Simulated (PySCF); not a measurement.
## Electronic structure of C4H4FNOS (charge −1, doublet) in real space

```xyz
12

N    -2.3206    1.7976   -0.9140
C    -2.0700    0.7904   -0.4114
C    -1.6201   -0.4180    0.2273
C    -0.1699   -0.2433    0.5983
S     0.3037    0.5578    1.9988
O     0.6370   -0.2175   -0.5985
C     1.9567   -0.0528   -0.4232
F     2.6429   -1.2760   -0.5019
H    -1.7377   -1.2616   -0.4644
H    -2.1995   -0.5944    1.1369
H     2.3771    0.5508   -1.2405
H     2.2017    0.3665    0.5667
```

Geometry: GFN2-xTB.

All numbers below come from UKS B3LYP, pcH-1 on C F H N O S, non-relativistic, mean-field spin-orbit, GIAO in PySCF.

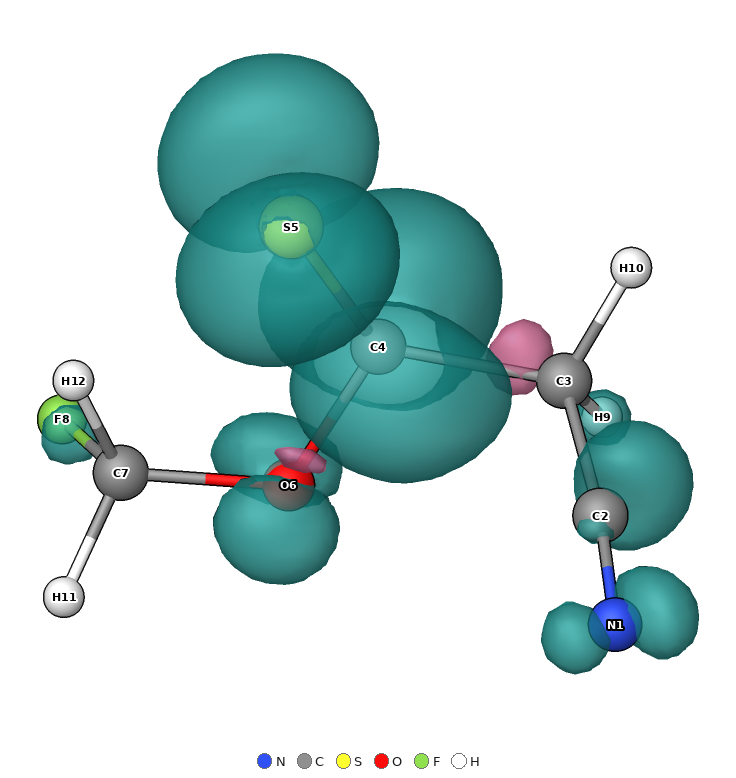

Figure 1. Isosurfaces of the spin density (α minus β) at +0.02 (teal) and −0.02 e/Å³ (pink), seen at a tilt.

Q: Which atoms carry the spin?

A: The unpaired spin (1 electron) lies mostly on C4 (about 0.5) and S5 (about 0.3), in electrons by Hirshfeld's partition.

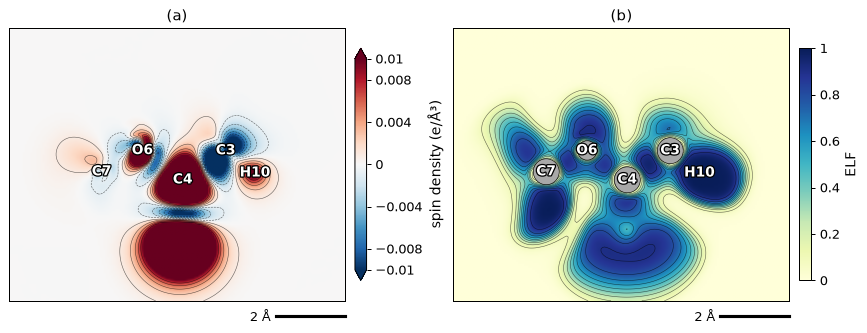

Figure 2. (a) spin density; (b) ELF on the plane of atoms C3, C4 and O6. Grey discs cover the atomic cores in the ELF map.

Q: Interpret the plot.

A: The plane passes through C, O and H nuclei.
C–O (1.34 Å): the ELF peaks at about 0.90 between the atoms, as expected for a polar covalent bond.
C–H (1.09 Å): the ELF climbs to about 1 towards the hydrogen, as it does in any bond to H: an ordinary covalent bond to hydrogen.
C–O (1.44 Å): the ELF peaks at about 0.85 between the atoms: a shared but strongly polarised pair.
The ELF also peaks beside S5 and O6, away from the bonds: non-bonding electrons, paired or unpaired.

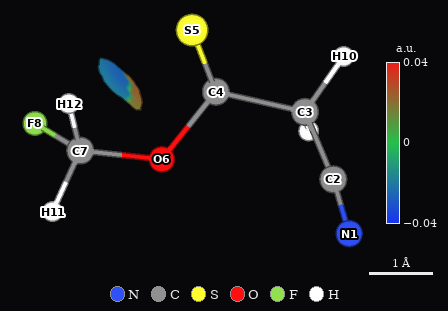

Figure 3. Non-covalent interaction (NCI) plot: the surface where the reduced density gradient is 0.4, for densities under 0.05 a.u., coloured by sign(λ₂)ρ; seen at an oblique angle.

Q: Which non-covalent interactions does the plot reveal?

A: H12···S5 (2.4 Å): a weak contact, attractive (blue-green) on one side and crowded (olive to red) on the other.
